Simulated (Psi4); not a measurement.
# BH2F (SMILES BF) at PBE/cc-pVTZ (sweep point 9)

Aim: the vertical ionisation energy of BH2F at PBE/cc-pVTZ (sweep point 9), from 2 runs. 

The results are computed with Psi4 1.11.

## Step 1: The system as given

The species is BH2F (4 atoms), meant as a singlet with charge 0. As SMILES, `BF`. The coordinates come from a PBE0-D4/def2-TZVP relaxation.

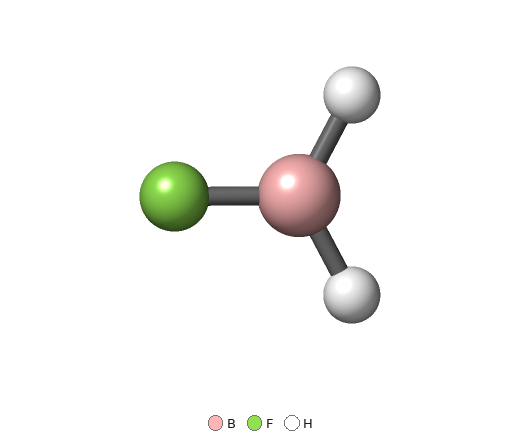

Viewed from a chosen angle; boron pink, fluorine green, hydrogen white.

## Step 2: A single-point energy at PBE/cc-pVTZ (sweep point 9)

Input file job.dat:

```
memory 1.6 GB

molecule geom {
  0 1
  B     -0.027300    -0.004000    -0.030800
  F      1.061200    -0.296700     0.649900
  H     -1.012500    -0.649100     0.186200
  H      0.034200     0.889600    -0.825600
  units angstrom
  symmetry c1
}

set globals {
  puream               true
  scf_type             pk
  dft_radial_points    99
  dft_spherical_points 590
}

energy('pbe/cc-pVTZ')
print_variables()
```

Started as:

```console
$ psi4 -i job.dat -o job.out -n 1
```

job.out, shortened:

```text
[...]
  Running in c1 symmetry.
[...]
  Nuclear repulsion =   27.175758468175218
[...]
  Multiplicity = 1
[...]
  Nalpha       = 8
  Nbeta        = 8
[...]
    Number of basis functions: 88
[...]
   @RKS iter   1:  -125.74948569010876   -4.02933e-01   4.54822e-03 ADIIS/DIIS
[...]
   @RKS iter   7:  -125.82547238827482   -1.58086e-08   3.83178e-07 DIIS
[...]
    Orbital Energies [Eh]
    ---------------------
    Doubly Occupied:
       1A    -24.282785     2A     -6.565868     3A     -1.126337
       4A     -0.508244     5A     -0.423622     6A     -0.413248
       7A     -0.401400     8A     -0.283766
[...]
  @RKS Final Energy:  -125.82547238827482
   => Energetics <=
    Nuclear Repulsion Energy =             27.1757584681752178
    One-Electron Energy =                -227.2035796075436451
    Two-Electron Energy =                  89.3074249133884024
    DFT Exchange-Correlation Energy =     -15.1050761622947860
    Empirical Dispersion Energy =           0.0000000000000000
    VV10 Nonlocal Energy =                  0.0000000000000000
    Total Energy =                       -125.8254723882748181
[...]
 Multipole Moments:
 ------------------------------------------------------------------------------------
     Multipole            Electronic (a.u.)      Nuclear  (a.u.)        Total (a.u.)
 ------------------------------------------------------------------------------------
 L = 1.  Multiply by 2.5417464519 to convert [e a0] to [Debye]
 Dipole X            :          1.7063199           -1.8791707           -0.1728508
 Dipole Y            :         -0.4590066            0.5054210            0.0464144
 Dipole Z            :          1.0672811           -1.1752995           -0.1080185
 Magnitude           :                                                    0.2090447
[...]
```

It took 4.2 s on 1 thread of AMD EPYC 9R45 (Zen 5), shared host; peak memory 0.87 GiB.

## Step 3: The doublet cation

Input file calc.in:

```
memory 1600 mb

molecule system {
  1 2
  B     -0.027300    -0.004000    -0.030800
  F      1.061200    -0.296700     0.649900
  H     -1.012500    -0.649100     0.186200
  H      0.034200     0.889600    -0.825600
  units angstrom
  symmetry c1
}

set reference uks
set puream true
set scf_type pk
set dft_radial_points 99
set dft_spherical_points 590
set maxiter 150

energy("pbe/cc-pVTZ")
```

Started as:

```console
$ psi4 calc.in calc.out -n 1
```

calc.out, shortened:

```text
[...]
  Running in c1 symmetry.
[...]
  Nuclear repulsion =   27.175758468175218
[...]
  Multiplicity = 2
[...]
  Nalpha       = 8
  Nbeta        = 7
[...]
    Number of basis functions: 88
[...]
   @UKS iter   1:  -125.35679573127916   -1.02429e-02   2.29215e-03 ADIIS/DIIS
[...]
   @UKS iter   8:  -125.38226465234318   -2.65325e-08   2.63489e-07 DIIS
[...]
   @S^2 Observed:                7.534171193E-01
[...]
    Orbital Energies [Eh]
    ---------------------
    Alpha Occupied:
       1A    -24.657548     2A     -6.940214     3A     -1.479610
       4A     -0.854472     5A     -0.788977     6A     -0.762695
       7A     -0.746757     8A     -0.660832
    Alpha Virtual:
       9A     -0.396935    10A     -0.213919    11A     -0.191049
      12A     -0.132786    13A     -0.093933    14A     -0.082628
      15A     -0.062748    16A      0.015160    17A      0.030872
      18A      0.130838    19A      0.132902    20A      0.159467
      21A      0.208561    22A      0.271824    23A      0.318508
      24A      0.534278    25A      0.539782    26A      0.539810
[...]
  @UKS Final Energy:  -125.38226465234318
   => Energetics <=
    Nuclear Repulsion Energy =             27.1757584681752178
    One-Electron Energy =                -221.5902586558943028
    Two-Electron Energy =                  83.7625680348823209
    DFT Exchange-Correlation Energy =     -14.7303324995064155
    Empirical Dispersion Energy =           0.0000000000000000
    VV10 Nonlocal Energy =                  0.0000000000000000
    Total Energy =                       -125.3822646523431814
[...]
 Multipole Moments:
 ------------------------------------------------------------------------------------
     Multipole            Electronic (a.u.)      Nuclear  (a.u.)        Total (a.u.)
 ------------------------------------------------------------------------------------
 L = 1.  Multiply by 2.5417464519 to convert [e a0] to [Debye]
 Dipole X            :          0.5679427           -1.8791707           -1.3112280
 Dipole Y            :         -0.1527614            0.5054210            0.3526596
 Dipole Z            :          0.3552497           -1.1752995           -0.8200498
 Magnitude           :                                                    1.5862438
[...]
```

It took 6.9 s on 1 thread of AMD EPYC 9R45 (Zen 5), shared host; peak memory 0.87 GiB.

## Step 4: Outcome

Level: PBE/cc-pVTZ (sweep point 9).

| quantity | value |
| --- | --- |
| singlet BH2F: total energy | -125.82547 Eh |
| singlet BH2F: dipole moment | 0.53 D |
| singlet BH2F: HOMO energy | -7.72 eV |
| singlet BH2F: LUMO energy | -2.18 eV |
| singlet BH2F: HOMO–LUMO gap | 5.54 eV |
| doublet cation: total energy | -125.38226 Eh |
| doublet cation: HOMO energy (highest over α and β) | -17.98 eV |
| doublet cation: LUMO energy (lowest over α and β) | -16.44 eV |
| doublet cation: ⟨S²⟩ | 0.753 |
| vertical ionisation energy (to the doublet cation) | 12.060 eV |

Removing an electron at fixed nuclei costs 12.06 eV (278 kcal/mol). −ε(HOMO) before ionisation, 7.72 eV, is 4.34 eV below this ionisation energy.
